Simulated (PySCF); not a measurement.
**C2H6AlClS (SMILES C[S][Al]([CH3])[Cl]) at 6 levels**

We compute a comparison of 6 runs (HF/STO-3G, HF/3-21G, B3LYP/6-31G*, PBE0/def2-SVP, CAM-B3LYP/6-311G**, B2PLYP/def2-TZVP) of C2H6AlClS. 

The results are computed with PySCF 2.14.0.

3 further runs of the same task are left out: 3 set aside as unsound or not needed.

## Step 1: The structure to begin with

C2H6AlClS has 11 atoms, charge 0, and is taken as a singlet. As SMILES, `C[S][Al]([CH3])[Cl]`. Geometry: relaxed at PBE0-D4/def2-TZVP. This is one conformer, not always the lowest.

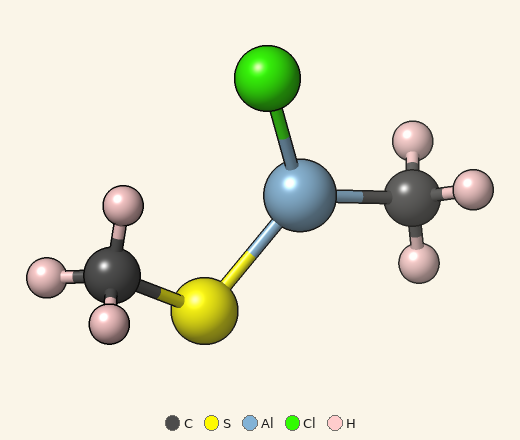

The structure, seen from a chosen angle (carbon dark grey, sulfur yellow, aluminium light blue, chlorine green, hydrogen pink).

## Step 2: Energy and forces at HF/STO-3G (run 1)

Input file run.py:

```python
import pyscf.grad
from pyscf import gto

molecule = gto.M(
    atom='''
C     -3.222361     3.027530     1.630078
S     -2.830243     0.174800    -0.255491
Al     1.193173    -0.566729    -0.216752
C      2.626152    -3.437223    -1.968150
Cl     3.537000     1.947741     1.796374
H     -4.424794     2.585712     3.240691
H     -1.416728     3.748272     2.300364
H     -4.139634     4.453518     0.463928
H      3.629786    -4.671781    -0.648743
H      3.998660    -2.818149    -3.383933
H      1.172575    -4.551783    -2.919249
''',
    verbose=4,
    unit='bohr',
    max_memory=1860,
    charge=0,
    basis='sto-3g',
)

calc0 = molecule.RHF()
calc0.conv_tol = 1e-10
calc0.kernel()
if not calc0.converged:
    calc0 = calc0.newton().run(calc0.mo_coeff, calc0.mo_occ)

e_final = calc0.e_tot
print('Final energy', e_final)
grad = calc0.Gradients().kernel()
calc0.analyze()
```

Run with:

```sh
OMP_NUM_THREADS=1 python run.py
```

Output:

```text
PySCF version 2.14.0

[... 63 lines left out ...]
converged SCF energy = -1165.24353504446
[... 16 lines left out ...]
Two-electron Energy =                  775.813203031861121
[... 6 lines left out ...]
MO #3   energy= -57.8883171570414  occ= 2
[... 4 lines left out ...]
MO #8   energy= -7.72621993202713  occ= 2
[... 4 lines left out ...]
MO #13  energy= -6.22374929686092  occ= 2
[... 4 lines left out ...]
MO #18  energy= -0.973112978355586 occ= 2
[... 4 lines left out ...]
MO #23  energy= -0.542556427724653 occ= 2
[... 4 lines left out ...]
MO #28  energy= -0.386489862779832 occ= 2
[... 4 lines left out ...]
MO #33  energy= 0.290798098968299  occ= 0
[... 4 lines left out ...]
MO #38  energy= 0.706173867580562  occ= 0
[... 4 lines left out ...]
MO #43  energy= 0.752704511716623  occ= 0
[... 18 lines left out ...]
pop of  2 Al 3s           0.97812
pop of  2 Al 2px          1.99840
pop of  2 Al 2py          1.99858
pop of  2 Al 2pz          1.99878
pop of  2 Al 3px          0.54958
pop of  2 Al 3py          0.43408
pop of  2 Al 3pz          0.27769
pop of  3 C 1s            1.99977
pop of  3 C 2s            1.06380
pop of  3 C 2px           1.05066
pop of  3 C 2py           1.11859
pop of  3 C 2pz           1.05937
pop of  4 Cl 1s           2.00000
pop of  4 Cl 2s           1.99988
pop of  4 Cl 3s           1.92561
pop of  4 Cl 2px          1.99988
pop of  4 Cl 2py          1.99987
pop of  4 Cl 2pz          1.99991
pop of  4 Cl 3px          1.82823
pop of  4 Cl 3py          1.80317
pop of  4 Cl 3pz          1.85194
pop of  5 H 1s            0.96278
pop of  6 H 1s            0.95915
pop of  7 H 1s            0.96241
pop of  8 H 1s            0.97300
pop of  9 H 1s            0.97298
pop of  10 H 1s           0.97355
 ** Mulliken atomic charges  **
charge of    0C =     -0.17709
charge of    1S =     -0.08314
charge of    2Al =      0.76479
charge of    3C =     -0.29220
charge of    4Cl =     -0.40850
charge of    5H =      0.03722
charge of    6H =      0.04085
charge of    7H =      0.03759
charge of    8H =      0.02700
charge of    9H =      0.02702
charge of   10H =      0.02645
Dipole moment(X, Y, Z, Debye): -0.84114, -1.39476, -1.05245
```

Run time: 7.8 s. Hardware: 1 thread of Intel Xeon at 2.50GHz (Skylake/Cascade Lake), shared host; peak memory 0.12 GiB.

## Step 3: Energy and gradient at HF/3-21G (run 2)

Input file job.py:

```python
import pyscf.grad
from pyscf import gto

molecule = gto.M(
    atom='''
C     -3.222361     3.027530     1.630078
S     -2.830243     0.174800    -0.255491
Al     1.193173    -0.566729    -0.216752
C      2.626152    -3.437223    -1.968150
Cl     3.537000     1.947741     1.796374
H     -4.424794     2.585712     3.240691
H     -1.416728     3.748272     2.300364
H     -4.139634     4.453518     0.463928
H      3.629786    -4.671781    -0.648743
H      3.998660    -2.818149    -3.383933
H      1.172575    -4.551783    -2.919249
''',
    verbose=4,
    max_memory=1860,
    basis='3-21g',
    unit='bohr',
)

myscf = molecule.RHF()
myscf.conv_tol = 1e-10
myscf.kernel()
if not myscf.converged:
    myscf = myscf.newton().run(myscf.mo_coeff, myscf.mo_occ)

etot = myscf.e_tot
print(f'total energy: {etot:.8f} hartree')
grad = myscf.Gradients().kernel()
dip = myscf.dip_moment()
pop, q = myscf.mulliken_pop()
```

Run with:

```sh
OMP_NUM_THREADS=1 python job.py
```

Output:

```text
PySCF version 2.14.0

[... 65 lines left out ...]
converged SCF energy = -1172.37588400453
total energy: -1172.37588400 hartree
[... 11 lines left out ...]
Dipole moment(X, Y, Z, Debye): -0.05894, -0.68268, -0.46240
[... 42 lines left out ...]
pop of  3 C 3px           0.62937
pop of  3 C 3py           0.70465
pop of  3 C 3pz           0.64569
pop of  4 Cl 1s           1.99857
pop of  4 Cl 2s           1.95820
pop of  4 Cl 3s           1.09770
pop of  4 Cl 4s           0.95626
pop of  4 Cl 2px          1.96834
pop of  4 Cl 2py          1.96847
pop of  4 Cl 2pz          1.96891
pop of  4 Cl 3px          1.00942
pop of  4 Cl 3py          1.00587
pop of  4 Cl 3pz          1.01035
pop of  4 Cl 4px          0.84989
pop of  4 Cl 4py          0.85487
pop of  4 Cl 4pz          0.88635
pop of  5 H 1s            0.46350
pop of  5 H 2s            0.27863
pop of  6 H 1s            0.46513
pop of  6 H 2s            0.26748
pop of  7 H 1s            0.46341
pop of  7 H 2s            0.27809
pop of  8 H 1s            0.45161
pop of  8 H 2s            0.30833
pop of  9 H 1s            0.45166
pop of  9 H 2s            0.30826
pop of  10 H 1s           0.45289
pop of  10 H 2s           0.30536
 ** Mulliken atomic charges  **
charge of    0C =     -0.88534
charge of    1S =     -0.30203
charge of    2Al =      1.31364
charge of    3C =     -1.09870
charge of    4Cl =     -0.53321
charge of    5H =      0.25786
charge of    6H =      0.26740
charge of    7H =      0.25849
charge of    8H =      0.24006
charge of    9H =      0.24008
charge of   10H =      0.24175
```

Run time: 7.8 s. Hardware: 1 thread of Intel Xeon at 2.50GHz (Skylake/Cascade Lake), shared host; peak memory 0.14 GiB.

Runs 3 to 5 aren't shown in full; the table further down has their settings and results.

## Step 4: The energy at B2PLYP/def2-TZVP (run 6)

Input file mol.xyz:

```xyz
11
C2H6AlClS
C     -1.705200     1.602100     0.862600
S     -1.497700     0.092500    -0.135200
Al     0.631400    -0.299900    -0.114700
C      1.389700    -1.818900    -1.041500
Cl     1.871700     1.030700     0.950600
H     -2.341500     1.368300     1.714900
H     -0.749700     1.983500     1.217300
H     -2.190600     2.356700     0.245500
H      1.920800    -2.472200    -0.343300
H      2.116000    -1.491300    -1.790700
H      0.620500    -2.408700    -1.544800
```

Input file job.py:

```python
from pyscf import gto, dft, mp

system = gto.M(
    atom='mol.xyz',
    max_memory=1860,
    verbose=4,
    spin=0,
    basis='def2-tzvp',
)

calc0 = dft.RKS(system, xc='0.53*HF + 0.47*B88, 0.73*LYP')
calc0.conv_tol = 1e-10
calc0.grids.level = 5
calc0.kernel()
if not calc0.converged:
    calc0 = calc0.newton().run(calc0.mo_coeff, calc0.mo_occ)

pt = mp.MP2(calc0, frozen=17).run()
e_tot = calc0.e_tot + 0.27 * pt.e_corr
print('PT2 part  %.8f' % (0.27 * pt.e_corr))
print('E(%s) = %.9f' % ('B2PLYP', e_tot))
calc0.analyze()
```

Run with:

```sh
OMP_NUM_THREADS=1 python job.py
```

Output:

```text
PySCF version 2.14.0

[... 100 lines left out ...]
DFT Exchange-Correlation Energy =      -85.139729176715335
[... 20 lines left out ...]
MO #19  energy= -0.879465665893978 occ= 2
[... 18 lines left out ...]
MO #38  energy= 0.140232303439205  occ= 0
[... 18 lines left out ...]
MO #57  energy= 0.338415996686999  occ= 0
[... 18 lines left out ...]
MO #76  energy= 0.623797747014591  occ= 0
[... 18 lines left out ...]
MO #95  energy= 1.04256433341226   occ= 0
[... 18 lines left out ...]
MO #114 energy= 1.66636226586074   occ= 0
[... 18 lines left out ...]
MO #133 energy= 2.06288562892714   occ= 0
[... 18 lines left out ...]
MO #152 energy= 2.42863024412118   occ= 0
[... 18 lines left out ...]
MO #171 energy= 3.10370051515804   occ= 0
[... 18 lines left out ...]
MO #190 energy= 4.35365687584052   occ= 0
[... 18 lines left out ...]
MO #209 energy= 25.1894019634056   occ= 0
[... 184 lines left out ...]
pop of  6 H 2px           0.00077
pop of  6 H 2py           0.00023
pop of  6 H 2pz           0.00016
pop of  7 H 1s            0.86531
pop of  7 H 2s            0.00479
pop of  7 H 3s            0.00261
pop of  7 H 2px           0.00021
pop of  7 H 2py           0.00048
pop of  7 H 2pz           0.00036
pop of  8 H 1s            0.86602
pop of  8 H 2s            0.00376
pop of  8 H 3s            0.00207
pop of  8 H 2px           0.00023
pop of  8 H 2py           0.00039
pop of  8 H 2pz           0.00033
pop of  9 H 1s            0.86599
pop of  9 H 2s            0.00376
pop of  9 H 3s            0.00207
pop of  9 H 2px           0.00038
pop of  9 H 2py           0.00017
pop of  9 H 2pz           0.00040
pop of  10 H 1s           0.86694
pop of  10 H 2s           0.00372
pop of  10 H 3s           0.00211
pop of  10 H 2px          0.00041
pop of  10 H 2py          0.00033
pop of  10 H 2pz          0.00021
 ** Mulliken atomic charges  **
charge of    0C =     -0.36053
charge of    1S =     -0.22509
charge of    2Al =      0.83662
charge of    3C =     -0.64422
charge of    4Cl =     -0.36562
charge of    5H =      0.12592
charge of    6H =      0.12595
charge of    7H =      0.12625
charge of    8H =      0.12720
charge of    9H =      0.12722
charge of   10H =      0.12629
Dipole moment(X, Y, Z, Debye): -0.23473, -0.13898, -0.11864
```

Run time: 7.9 min. Hardware: 1 thread of Intel Xeon at 2.50GHz (Skylake/Cascade Lake), shared host; peak memory 1.8 GiB.

## Step 5: Overview of the runs

| run | level | Cartesian functions | integration grid | energy (Eh) | dipole moment (D) | HOMO energy (eV) | LUMO energy (eV) | wall time |
| --- | --- | --- | --- | --- | --- | --- | --- | --- |
| 1 | HF/STO-3G | no | – | -1165.243535 | 1.94 | -6.96 | 7.91 | 7.8 s |
| 2 | HF/3-21G | no | – | -1172.375884 | 0.83 | -10.12 | 1.92 | 7.8 s |
| 3 | B3LYP/6-31G* (Cartesian functions) | yes | 5 | -1180.771813 | 0.43 | -6.89 | -0.70 | 1.7 min |
| 4 | PBE0/def2-SVP | no | 5 | -1179.862569 | 0.26 | -7.14 | -0.46 | 93 s |
| 5 | CAM-B3LYP/6-311G** | no | 5 | -1180.792420 | 0.49 | -8.60 | 0.22 | 4.3 min |
| 6 | B2PLYP/def2-TZVP | no | 5 | -1180.377618 | 0.30 | -8.19 | 0.53 | 7.9 min |

## Step 6: What came out

| quantity | value |
| --- | --- |
| run 6: total energy | -1180.37762 Eh |
| run 6: dipole moment (SCF part) | 0.30 D |
| run 6: HOMO energy (SCF part's orbitals) | -8.19 eV |
| run 6: LUMO energy (SCF part's orbitals) | 0.53 eV |
| run 6: HOMO–LUMO gap (SCF part's orbitals) | 8.72 eV |

The dipole moment (its size) runs from 0.26 D (PBE0/def2-SVP) to 1.94 D (HF/STO-3G). The two ends differ in method and basis. The HOMO–LUMO gap runs from 6.19 eV (B3LYP/6-31G*) to 14.87 eV (HF/STO-3G). Totals of different functionals can't be ranked against each other. In run 1 the basis is minimal, so the values are rough. All runs together took 16 min, the longest 7.9 min.
